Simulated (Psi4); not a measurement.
# UCCSD(T)/aug-cc-pVTZ run of SiCl (SMILES [Si]Cl)

What is the energy change on altering one bond length of SiCl at UCCSD(T)/aug-cc-pVTZ? 

The calculation is run with Psi4 1.11.

4 further runs of the same task are left out: 2 that didn't finish, 2 set aside as unsound or not needed.

**1. The molecule**

The species is SiCl (2 atoms), meant as a doublet with charge 0. SMILES: `[Si]Cl`. The shape is that of a PBE0-D4/def2-TZVP optimisation.

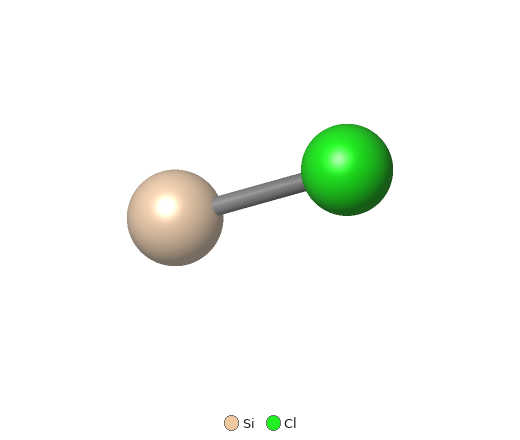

The structure, seen from a chosen angle (silicon light orange, chlorine green).

**2. A single-point energy at UCCSD(T)/aug-cc-pVTZ**

The input, clsi.dat:

```
memory 1600 MB

molecule {
  0 2
  Si     0.881810    -0.293660     0.452120
  Cl    -0.881810     0.293660    -0.452120
  symmetry c1
}

set basis aug-cc-pVTZ
set reference uhf
set puream true
set e_convergence 1e-09
set d_convergence 1e-08
set scf_type pk
set num_frozen_docc 10
set maxiter 100

energy('ccsd(t)')
print_variables()
```

Command:

```bash
$ psi4 clsi.dat clsi.out -n 1
```

clsi.out:

```text
[...]
  Running in c1 symmetry.
[...]
  Nuclear repulsion =   60.927613994992669
[...]
  Multiplicity = 2
[...]
  Nalpha       = 16
  Nbeta        = 15
[...]
    Number of basis functions: 100
[...]
   @UHF iter   1:  -748.43559497139006   -5.36223e-01   1.66688e-03 DIIS/ADIIS
[...]
   @UHF iter  13:  -748.45408131944725   -8.52651e-12   5.34916e-09 DIIS
[...]
   @S^2 Observed:                7.754496364E-01
[...]
    Orbital Energies [Eh]
    ---------------------
    Alpha Occupied:
       1A   -104.839741     2A    -68.844883     3A    -10.565830
       4A     -8.032241     5A     -8.031864     6A     -8.030880
       7A     -6.187412     8A     -4.296978     9A     -4.286298
      10A     -4.285564    11A     -1.106492    12A     -0.657451
      13A     -0.503109    14A     -0.485023    15A     -0.448120
      16A     -0.290121
    Alpha Virtual:
      17A     -0.001664    18A      0.046404    19A      0.060955
      20A      0.065356    21A      0.074297    22A      0.112298
      23A      0.135426    24A      0.137723    25A      0.139910
[...]
  @UHF Final Energy:  -748.45408131944725
   => Energetics <=
    Nuclear Repulsion Energy =             60.9276139949926687
    One-Electron Energy =               -1157.4311694196921962
    Two-Electron Energy =                 348.0494741052522158
    Total Energy =                       -748.4540813194472548
  UHF NO Occupations:
  HONO-2 :   14  A 1.9994954
  HONO-1 :   15  A 1.9878937
[...]
 Multipole Moments:
 ------------------------------------------------------------------------------------
     Multipole            Electronic (a.u.)      Nuclear  (a.u.)        Total (a.u.)
 ------------------------------------------------------------------------------------
 L = 1.  Multiply by 2.5417464519 to convert [e a0] to [Debye]
 Dipole X            :         -0.0000000            0.0000000           -0.0000000
 Dipole Y            :          0.0000000            0.0000000            0.0000000
 Dipole Z            :         -0.4675649            0.8660898            0.3985249
 Magnitude           :                                                    0.3985249
[...]
      * MP2 total energy                      = -748.720693408789089
[...]
      * CCSD total energy                     = -748.750106013490608
[...]
      * CCSD(T) total energy                     = -748.764060659095890
[...]
```

Run time: 59 s. Hardware: 1 thread of Intel Xeon Platinum 8488C (Sapphire Rapids), shared host; peak memory 1 GiB.

**3. The distorted shape, same level**

The input, clsi.py:

```python
import psi4

psi4.set_memory('1600 MB')
psi4.set_num_threads(1)
psi4.core.set_output_file('psi4.out', False)

geom = psi4.geometry("""
0 2
Si     2.292705    -0.763516     1.175512
Cl    -0.881810     0.293660    -0.452120
units angstrom
symmetry c1
""")

psi4.set_options({
    'basis': 'aug-cc-pVTZ',
    'reference': 'uhf',
    'puream': True,
    'e_convergence': 1e-09,
    'd_convergence': 1e-08,
    'scf_type': 'pk',
    'num_frozen_docc': 10,
    'maxiter': 100,
})

e_tot, wfn = psi4.energy('ccsd(t)', return_wfn=True)
print(f'total energy {e_tot:.8f} hartree = {e_tot * 27.211386:.5f} eV')
for k, v in sorted(psi4.core.scalar_variables().items()):
    print(f'{k:45s} {v:18.10f}')
```

Command:

```bash
$ python clsi.py
```

psi4.out:

```text
[...]
  Running in c1 symmetry.
[...]
  Nuclear repulsion =   33.848682203176132
[...]
  Multiplicity = 2
[...]
  Nalpha       = 16
  Nbeta        = 15
[...]
    Number of basis functions: 100
[...]
   @UHF iter   1:  -748.22302296130056   -8.66996e-01   3.24921e-03 ADIIS/DIIS
[...]
   @UHF iter  18:  -748.31809239665176   -3.86535e-12   5.74618e-09 DIIS
[...]
   @S^2 Observed:                7.733695581E-01
[...]
    Orbital Energies [Eh]
    ---------------------
    Alpha Occupied:
       1A   -104.706183     2A    -68.992767     3A    -10.428586
       4A     -7.895816     5A     -7.893965     6A     -7.893917
       7A     -6.330206     8A     -4.439415     9A     -4.426681
      10A     -4.425667    11A     -0.925139    12A     -0.704932
      13A     -0.419723    14A     -0.337701    15A     -0.337380
      16A     -0.334358
    Alpha Virtual:
      17A     -0.095965    18A     -0.081176    19A      0.025325
      20A      0.043615    21A      0.047915    22A      0.065121
      23A      0.105383    24A      0.105840    25A      0.123964
[...]
  @UHF Final Energy:  -748.31809239665176
   => Energetics <=
    Nuclear Repulsion Energy =             33.8486822031761321
    One-Electron Energy =               -1103.9305079630989894
    Two-Electron Energy =                 321.7637333632710011
    Total Energy =                       -748.3180923966517639
  UHF NO Occupations:
  HONO-2 :   14  A 1.9980048
  HONO-1 :   15  A 1.9903034
[...]
 Multipole Moments:
 ------------------------------------------------------------------------------------
     Multipole            Electronic (a.u.)      Nuclear  (a.u.)        Total (a.u.)
 ------------------------------------------------------------------------------------
 L = 1.  Multiply by 2.5417464519 to convert [e a0] to [Debye]
 Dipole X            :          0.0000000            0.0000000            0.0000000
 Dipole Y            :          0.0000000           -0.0000000            0.0000000
 Dipole Z            :          3.3469826            1.5589613            4.9059440
 Magnitude           :                                                    4.9059440
[...]
      * MP2 total energy                      = -748.578902863161261
[...]
      * CCSD total energy                     = -748.612246736486668
[...]
      * CCSD(T) total energy                     = -748.631558901775861
```

Run time: 86 s. Hardware: 1 thread of Intel Xeon Platinum 8488C (Sapphire Rapids), shared host; peak memory 1 GiB.

**4. Summary of results**

At UCCSD(T)/aug-cc-pVTZ, 10 core orbitals frozen:

```
                                                                   quantity          value
                                                  first shape: total energy  -748.76406 Eh
    first shape: HOMO energy (Hartree–Fock orbitals) (highest over α and β)       -7.89 eV
     first shape: LUMO energy (Hartree–Fock orbitals) (lowest over α and β)       -0.05 eV
                  first shape: correlation energy (10 core orbitals frozen)     -310.0 mEh
                                                first shape: (T) correction     -13.95 mEh
                             first shape: ⟨S²⟩ of the reference determinant          0.775
                                                 first shape: T1 diagnostic          0.026
                                              distorted shape: total energy  -748.63156 Eh
distorted shape: HOMO energy (Hartree–Fock orbitals) (highest over α and β)       -8.69 eV
 distorted shape: LUMO energy (Hartree–Fock orbitals) (lowest over α and β)       -2.61 eV
              distorted shape: correlation energy (10 core orbitals frozen)     -313.5 mEh
                                            distorted shape: (T) correction     -19.31 mEh
                         distorted shape: ⟨S²⟩ of the reference determinant          0.773
                                             distorted shape: T1 diagnostic          0.091
        energy change with the Si1–Cl2 bond stretched from 2.067 to 3.721 Å       3.606 eV
```

In words: With the Si1–Cl2 bond stretched from 2.067 to 3.721 Å the energy rises by 3.61 eV (348 kJ/mol). The first shape isn't relaxed at this level, so the change isn't measured from a minimum. The triples (first shape) make up 4.5 % of the correlation energy. The T1 diagnostic (distorted shape) of 0.091 is above the customary mark for such species, so a single reference may not serve. The triples (distorted shape) make up 6.2 % of the correlation energy.
